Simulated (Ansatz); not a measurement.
# CH7N3Si: geometry relaxation (part 2 of 2)

Continued. System: CH7N3Si, SMILES NC1(N)N[SiH2]1. Method: PBE-QIDH/3-21G, RKS (Ansatz 0.2.0). The atoms were displaced at random from an optimised geometry.

Geometry of the input (Å):
```
N  -0.7018  1.3339  -0.2534
C  0.0168  0.1850  0.0826
N  1.1747  0.4949  0.9989
N  0.3353  -0.7801  -0.9804
Si -0.8272  -1.5544  -0.0141
H  -0.0238  2.0117  -0.8171
H  -0.9800  1.8392  0.5555
H  1.6720  -0.4505  1.2670
H  1.8410  0.9864  0.4383
H  0.1220  -0.3321  -1.9166
H  -2.1801  -1.3880  -0.3297
H  -0.2917  -2.7382  0.8079
```

**Trajectory as extended XYZ, continued**
```
12
Properties=species:S:1:pos:R:3:forces:R:3 step=5 energy=-13406.75056
N    -0.7019    1.3130   -0.2627    0.0366  -0.0798  -0.0413
C     0.1333    0.1803    0.0980   -0.0130   0.1210  -0.0199
N     1.2501    0.4745    0.9568    0.0984  -0.2344   0.0782
N     0.3942   -0.7361   -1.0832    0.0132  -0.0350  -0.0469
Si   -0.8069   -1.4627    0.0310   -0.0167   0.0319  -0.0192
H    -0.1915    2.0025   -0.8213   -0.0192  -0.0504   0.0554
H    -1.0798    1.7581    0.5699    0.0233   0.0140   0.0058
H     1.5945   -0.3596    1.4352   -0.0871   0.2303  -0.0732
H     2.0173    0.9080    0.4370   -0.0368  -0.0104   0.0203
H     0.1953   -0.3647   -2.0124   -0.0326   0.0098   0.0383
H    -2.2718   -1.3911   -0.2126    0.0348   0.0039   0.0110
H    -0.3756   -2.7145    0.7032   -0.0009  -0.0010  -0.0084
12
Properties=species:S:1:pos:R:3:forces:R:3 step=6 energy=-13406.75516
N    -0.7037    1.3091   -0.2703   -0.0016  -0.0104  -0.0265
C     0.1390    0.1851    0.0949   -0.0593   0.0104  -0.0408
N     1.2563    0.4801    0.9465    0.0775  -0.1227   0.0146
N     0.3937   -0.7276   -1.0981    0.0465  -0.0218  -0.0455
Si   -0.7941   -1.4614    0.0259   -0.0075  -0.0155   0.0280
H    -0.1835    1.9997   -0.8174   -0.0287   0.0017   0.0145
H    -1.0863    1.7556    0.5599    0.0240  -0.0009   0.0097
H     1.5436   -0.3165    1.5097   -0.0092   0.1228  -0.0602
H     2.0519    0.8469    0.4200   -0.0442  -0.0340   0.0448
H     0.1507   -0.3503   -2.0155    0.0068   0.0445   0.0525
H    -2.2609   -1.3920   -0.1910   -0.0052   0.0117  -0.0144
H    -0.3496   -2.7208    0.6744    0.0009   0.0143   0.0233
12
Properties=species:S:1:pos:R:3:forces:R:3 step=8 energy=-13406.75720
N    -0.7115    1.3047   -0.2684    0.0112  -0.0126   0.0027
C     0.1394    0.1834    0.0923   -0.0226   0.0063  -0.0053
N     1.2585    0.4764    0.9398    0.0416  -0.0208   0.0091
N     0.3972   -0.7241   -1.1047    0.0238   0.0211  -0.0264
Si   -0.7897   -1.4624    0.0219   -0.0199  -0.0055   0.0242
H    -0.2022    1.9921   -0.8293    0.0016   0.0034   0.0041
H    -1.0692    1.7585    0.5695   -0.0024  -0.0061  -0.0023
H     1.5259   -0.2985    1.5374   -0.0094   0.0381  -0.0291
H     2.0637    0.8154    0.4125   -0.0180  -0.0173   0.0175
H     0.1407   -0.3319   -2.0122   -0.0025  -0.0060   0.0117
H    -2.2554   -1.3910   -0.2006   -0.0006  -0.0073  -0.0051
H    -0.3401   -2.7146    0.6806   -0.0027   0.0066  -0.0011
12
Properties=species:S:1:pos:R:3:forces:R:3 step=10 energy=-13406.75797
N    -0.7136    1.3074   -0.2713    0.0007   0.0139  -0.0185
C     0.1404    0.1895    0.0882    0.0025  -0.0048  -0.0038
N     1.2674    0.4777    0.9278    0.0191  -0.0108   0.0064
N     0.4017   -0.7170   -1.1113   -0.0185  -0.0174   0.0325
Si   -0.7840   -1.4581    0.0224    0.0207  -0.0021  -0.0279
H    -0.1976    2.0073   -0.8105   -0.0074   0.0037   0.0095
H    -1.0928    1.7465    0.5649    0.0049  -0.0039  -0.0011
H     1.4975   -0.2737    1.5678    0.0039   0.0174  -0.0087
H     2.0887    0.7548    0.3908   -0.0198  -0.0098   0.0049
H     0.1233   -0.3238   -2.0122   -0.0035   0.0077   0.0047
H    -2.2490   -1.4012   -0.2070   -0.0043   0.0023  -0.0015
H    -0.3248   -2.7016    0.6893    0.0017   0.0038   0.0035
12
Properties=species:S:1:pos:R:3:forces:R:3 step=12 energy=-13406.75820
N    -0.7134    1.3088   -0.2736   -0.0053  -0.0034  -0.0003
C     0.1397    0.1901    0.0873    0.0060   0.0014   0.0097
N     1.2695    0.4781    0.9241   -0.0135   0.0014  -0.0022
N     0.4015   -0.7172   -1.1110    0.0007   0.0102  -0.0228
Si   -0.7835   -1.4585    0.0207   -0.0006   0.0001   0.0048
H    -0.1932    2.0146   -0.8006    0.0048   0.0030  -0.0017
H    -1.1006    1.7411    0.5625   -0.0033  -0.0002   0.0032
H     1.4936   -0.2662    1.5735    0.0019  -0.0028   0.0060
H     2.0918    0.7400    0.3824    0.0085  -0.0003  -0.0065
H     0.1215   -0.3214   -2.0107    0.0030  -0.0100   0.0114
H    -2.2486   -1.4040   -0.2098   -0.0003  -0.0004  -0.0009
H    -0.3213   -2.6974    0.6939   -0.0021   0.0010  -0.0007
12
Properties=species:S:1:pos:R:3:forces:R:3 step=14 energy=-13406.75847
N    -0.7152    1.3114   -0.2764   -0.0015   0.0129   0.0057
C     0.1404    0.1942    0.0840   -0.0011  -0.0021   0.0039
N     1.2771    0.4805    0.9128    0.0378  -0.0165  -0.0083
N     0.4037   -0.7137   -1.1151    0.0070   0.0144  -0.0038
Si   -0.7792   -1.4562    0.0193   -0.0076  -0.0045   0.0075
H    -0.1878    2.0300   -0.7795   -0.0050  -0.0125   0.0058
H    -1.1216    1.7285    0.5588    0.0024  -0.0037  -0.0102
H     1.4732   -0.2396    1.5988   -0.0020   0.0283  -0.0224
H     2.1094    0.6875    0.3610   -0.0315  -0.0136   0.0274
H     0.1117   -0.3163   -2.0101    0.0018  -0.0031  -0.0046
H    -2.2439   -1.4106   -0.2155    0.0013   0.0007   0.0004
H    -0.3107   -2.6878    0.7007   -0.0014  -0.0002  -0.0014
12
Properties=species:S:1:pos:R:3:forces:R:3 step=16 energy=-13406.75906
N    -0.7190    1.3138   -0.2774   -0.0023   0.0149   0.0136
C     0.1416    0.1993    0.0813   -0.0014   0.0160  -0.0116
N     1.2903    0.4862    0.8950    0.0871  -0.0521  -0.0151
N     0.4063   -0.7074   -1.1188    0.0080   0.0148  -0.0048
Si   -0.7738   -1.4537    0.0176   -0.0113  -0.0127   0.0029
H    -0.1849    2.0465   -0.7528   -0.0093  -0.0191   0.0109
H    -1.1479    1.7127    0.5557    0.0052  -0.0037  -0.0165
H     1.4459   -0.1879    1.6369   -0.0038   0.0584  -0.0514
H     2.1327    0.6042    0.3311   -0.0776  -0.0181   0.0625
H     0.1022   -0.3078   -2.0093    0.0043  -0.0013   0.0061
H    -2.2379   -1.4176   -0.2228    0.0022   0.0006   0.0016
H    -0.2983   -2.6803    0.7024   -0.0011   0.0022   0.0018
12
Properties=species:S:1:pos:R:3:forces:R:3 step=17 energy=-13406.76000
N    -0.7223    1.3156   -0.2760   -0.0020   0.0185   0.0097
C     0.1425    0.2025    0.0783   -0.0065   0.0205   0.0126
N     1.3001    0.4903    0.8807    0.1137  -0.0771  -0.0231
N     0.4062   -0.7035   -1.1207    0.0310   0.0368  -0.0337
Si   -0.7710   -1.4528    0.0150   -0.0287  -0.0210   0.0303
H    -0.1858    2.0569   -0.7355   -0.0093  -0.0250   0.0145
H    -1.1616    1.7030    0.5572    0.0029  -0.0070  -0.0207
H     1.4272   -0.1437    1.6630   -0.0044   0.0754  -0.0753
H     2.1464    0.5409    0.3120   -0.1013  -0.0165   0.0850
H     0.1006   -0.3013   -2.0094    0.0020  -0.0084   0.0037
H    -2.2350   -1.4239   -0.2279    0.0045   0.0010  -0.0014
H    -0.2902   -2.6760    0.7020   -0.0019   0.0027  -0.0015
12
Properties=species:S:1:pos:R:3:forces:R:3 step=19 energy=-13406.76257
N    -0.7260    1.3136   -0.2732    0.0068   0.0560   0.0147
C     0.1483    0.2061    0.0738    0.0072   0.0280  -0.0094
N     1.3220    0.4972    0.8527    0.0806  -0.1111   0.0658
N     0.4113   -0.7001   -1.1224    0.0017  -0.0331  -0.0035
Si   -0.7706   -1.4473    0.0135    0.0276  -0.0376  -0.0072
H    -0.1855    2.0770   -0.6904   -0.0325  -0.0317   0.0277
H    -1.2055    1.6670    0.5534    0.0259  -0.0012  -0.0384
H     1.4107   -0.0652    1.6953    0.0136   0.1302  -0.1629
H     2.1666    0.4499    0.2828   -0.1036  -0.0324   0.1003
H     0.1119   -0.3028   -2.0150   -0.0201   0.0269   0.0210
H    -2.2344   -1.4146   -0.2293   -0.0013  -0.0037  -0.0106
H    -0.2917   -2.6730    0.6976   -0.0059   0.0095   0.0024
12
Properties=species:S:1:pos:R:3:forces:R:3 step=21 energy=-13406.77626
N    -0.7214    1.3201   -0.2641   -0.0035  -0.0223   0.1155
C     0.1539    0.2082    0.0732    0.0113   0.2057  -0.0950
N     1.3617    0.5130    0.7959    0.1083  -0.2112   0.0697
N     0.4180   -0.6862   -1.1257   -0.0445  -0.0719  -0.2069
Si   -0.7607   -1.4538    0.0028   -0.0554  -0.0672   0.1452
H    -0.1634    2.1056   -0.6093   -0.0002  -0.0347   0.0070
H    -1.2516    1.6291    0.5486   -0.0108  -0.0034  -0.0335
H     1.3825    0.1589    1.7509    0.0261   0.1258  -0.2394
H     2.1832    0.2275    0.2609   -0.1869   0.0153   0.1575
H     0.0589   -0.2918   -2.0010    0.1289   0.0770   0.0782
H    -2.2194   -1.4415   -0.2731   -0.0029   0.0061  -0.0176
H    -0.2845   -2.6813    0.6798    0.0296  -0.0192   0.0192
12
Properties=species:S:1:pos:R:3:forces:R:3 step=23 energy=-13406.78941
N    -0.7210    1.3245   -0.2554    0.0440   0.0235   0.0636
C     0.1549    0.2122    0.0630    0.0019   0.0015  -0.0203
N     1.3728    0.5072    0.7688    0.1737  -0.1667   0.0761
N     0.4127   -0.6875   -1.1352   -0.0574   0.0816  -0.0095
Si   -0.7604   -1.4544    0.0092   -0.0223   0.0041  -0.0214
H    -0.1617    2.1169   -0.5822   -0.0199  -0.0239   0.0082
H    -1.2682    1.6163    0.5518   -0.0027  -0.0202  -0.0329
H     1.3697    0.2429    1.7528    0.0205   0.1072  -0.2455
H     2.1778    0.1300    0.2668   -0.1956   0.0567   0.1572
H     0.0669   -0.2669   -2.0025    0.0453  -0.0491   0.0215
H    -2.2171   -1.4542   -0.2833    0.0064  -0.0148   0.0114
H    -0.2694   -2.6791    0.6848    0.0061   0.0001  -0.0085
12
Properties=species:S:1:pos:R:3:forces:R:3 step=25 energy=-13406.80158
N    -0.6933    1.3354   -0.2079   -0.2578  -0.1152  -0.0837
C     0.1574    0.1996    0.0585    0.2188   0.4528  -0.1575
N     1.4043    0.5165    0.7105   -0.1457  -0.1524  -0.0881
N     0.3844   -0.6906   -1.1435    0.0915  -0.0843   0.2439
Si   -0.7747   -1.4644    0.0006    0.0459  -0.0292  -0.0692
H    -0.1457    2.1418   -0.5079    0.0812  -0.0600   0.0516
H    -1.2913    1.5803    0.5721   -0.0501   0.0256   0.0578
H     1.3724    0.4903    1.7234    0.0134   0.0035  -0.0068
H     2.1580   -0.0343    0.3201    0.1170  -0.0798   0.0128
H     0.0863   -0.2799   -2.0268   -0.0190   0.0893  -0.0138
H    -2.2246   -1.4870   -0.3065   -0.0973   0.0114   0.0300
H    -0.2761   -2.6998    0.6462    0.0022  -0.0618   0.0230
12
Properties=species:S:1:pos:R:3:forces:R:3 step=27 energy=-13406.81255
N    -0.7008    1.3337   -0.2125    0.0010   0.0498   0.0339
C     0.1684    0.2107    0.0448    0.0426  -0.0481   0.0379
N     1.4167    0.5122    0.6888   -0.0650   0.0081   0.0245
N     0.3945   -0.6926   -1.1408   -0.0222   0.0417   0.0179
Si   -0.7712   -1.4613   -0.0007   -0.0202  -0.0131   0.0126
H    -0.1467    2.1534   -0.4669   -0.0360  -0.0245   0.0133
H    -1.3258    1.5473    0.5600    0.0561  -0.0126  -0.0577
H     1.3768    0.5446    1.7025    0.0089   0.0091  -0.0558
H     2.1546   -0.0875    0.3377    0.0316   0.0044   0.0107
H     0.1054   -0.2748   -2.0255    0.0029  -0.0104  -0.0220
H    -2.2316   -1.4686   -0.2852    0.0018   0.0019  -0.0059
H    -0.2832   -2.7093    0.6366   -0.0015  -0.0064  -0.0093
12
Properties=species:S:1:pos:R:3:forces:R:3 step=28 energy=-13406.81187 accepted=F
N    -0.6921    1.3387   -0.2149   -0.0306  -0.0032  -0.0113
C     0.1658    0.2089    0.0488    0.0318  -0.0247  -0.0154
N     1.4151    0.5148    0.6887   -0.0537  -0.0252   0.0226
N     0.3898   -0.6921   -1.1394   -0.0191  -0.0142   0.0521
Si   -0.7726   -1.4693    0.0008    0.0203   0.0721  -0.0050
H    -0.1281    2.1553   -0.4499    0.0069   0.0120  -0.0164
H    -1.3362    1.5534    0.5381   -0.0015  -0.0328   0.0329
H     1.3794    0.5452    1.7020    0.0064   0.0141  -0.0307
H     2.1574   -0.0768    0.3335    0.0245  -0.0120   0.0048
H     0.0962   -0.2720   -2.0215    0.0032  -0.0048  -0.0162
H    -2.2341   -1.4787   -0.2820    0.0128   0.0066  -0.0034
H    -0.2834   -2.7196    0.6345   -0.0009   0.0120  -0.0139
12
Properties=species:S:1:pos:R:3:forces:R:3 step=30 energy=-13406.81377
N    -0.6985    1.3302   -0.2044   -0.0107  -0.0037  -0.0082
C     0.1726    0.2062    0.0451    0.0037   0.0011   0.0098
N     1.4196    0.5159    0.6816    0.0160  -0.0126   0.0286
N     0.3893   -0.6945   -1.1382   -0.0109  -0.0144   0.0051
Si   -0.7768   -1.4650    0.0000    0.0191  -0.0035  -0.0086
H    -0.1490    2.1500   -0.4635    0.0002   0.0026   0.0006
H    -1.3184    1.5420    0.5700   -0.0011   0.0022   0.0040
H     1.3787    0.5870    1.6927    0.0009   0.0019  -0.0372
H     2.1610   -0.0929    0.3530   -0.0103   0.0125   0.0057
H     0.1087   -0.2805   -2.0271    0.0080   0.0078  -0.0009
H    -2.2359   -1.4656   -0.2900   -0.0077   0.0022   0.0039
H    -0.2941   -2.7248    0.6196   -0.0072   0.0040  -0.0028
12
Properties=species:S:1:pos:R:3:forces:R:3 step=32 energy=-13406.81395
N    -0.7003    1.3253   -0.2017   -0.0039   0.0033   0.0009
C     0.1750    0.2036    0.0464    0.0006  -0.0055  -0.0062
N     1.4220    0.5181    0.6790    0.0024   0.0017  -0.0033
N     0.3896   -0.6968   -1.1370   -0.0087  -0.0018   0.0082
Si   -0.7784   -1.4662   -0.0015    0.0058   0.0020  -0.0094
H    -0.1542    2.1463   -0.4647    0.0007   0.0009  -0.0001
H    -1.3166    1.5370    0.5758   -0.0015   0.0019   0.0004
H     1.3815    0.6051    1.6878   -0.0006  -0.0005   0.0050
H     2.1637   -0.0936    0.3584    0.0016  -0.0012  -0.0018
H     0.1173   -0.2807   -2.0274    0.0033  -0.0003   0.0030
H    -2.2390   -1.4578   -0.2866    0.0001   0.0002   0.0010
H    -0.3034   -2.7324    0.6102    0.0002  -0.0007   0.0022
```

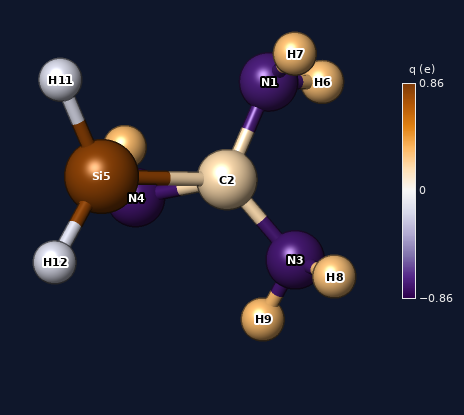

Figure 1. Mulliken charges, as the colour of each atom (ball-and-stick view, seen at a tilt; atoms are numbered from 1 in the order of the input). By element: N −0.76 to −0.72, C +0.19, Si +0.82 and H −0.15 to +0.32 e.
